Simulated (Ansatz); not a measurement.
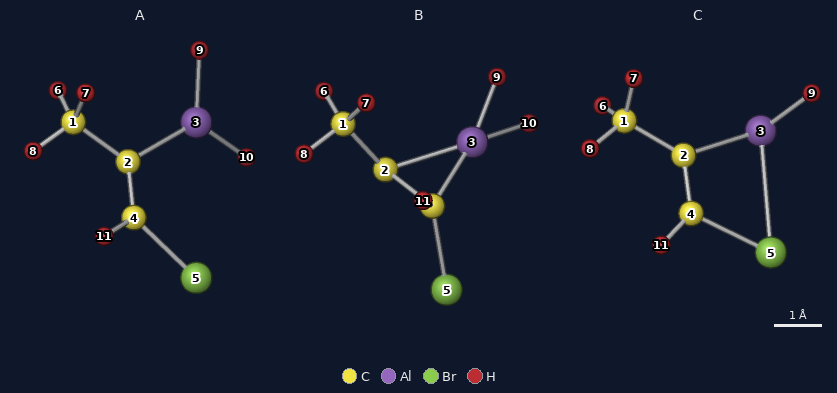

3 geometries from one relaxation of C3H6AlBr, in shuffled order. Style: ball-and-stick. Shown at a tilt.

The run prepares an end point of a later path (hydrogen shift) calculation, from a guessed geometry.

Computed with RKS B3LYP-D4/def2-SVP (Ansatz). Set-up: no spin polarisation; force threshold 0.02 eV/Å; at most 50 steps.

Order the frames from highest to lowest energy.

Answer. B, A, C. They are steps 0, 9, 27, at +5.475 eV, +0.287 eV relative to the last. H11 moves most after the best rigid fit: 1.39 Å. By element the largest moves are H 1.39 Å, Br 1.30 Å, C 0.74 Å, Al 0.43 Å. Among the contacts that change: Al3–C4 1.898 → 2.701 Å, Al3–Br5 3.250 → 2.792 Å, C2–C4 1.545 → 1.331 Å, Al3–H10 1.634 → 1.585 Å. Bonds break, among them: Al3–C4 (1.90 → 2.70 Å). Bond angles that change, for instance: H9–Al3–H10 52.2° → 121.5°, Al3–C2–C4 64.1° → 107.1°, C2–Al3–H10 146.1° → 118.6°. After 24 accepted moves (27 points after the start) the energy has fallen by 5.475 eV. Largest force component: 3 eV/Å at the start, 0.0021 eV/Å at the end. The line search rejected the trial steps at points 12, 22, 24 of the run. Cost: 62 s on 2 threads of Intel(R) Xeon(R) 6975P-C (Granite Rapids) (shared host), peak memory 0.34 GiB.
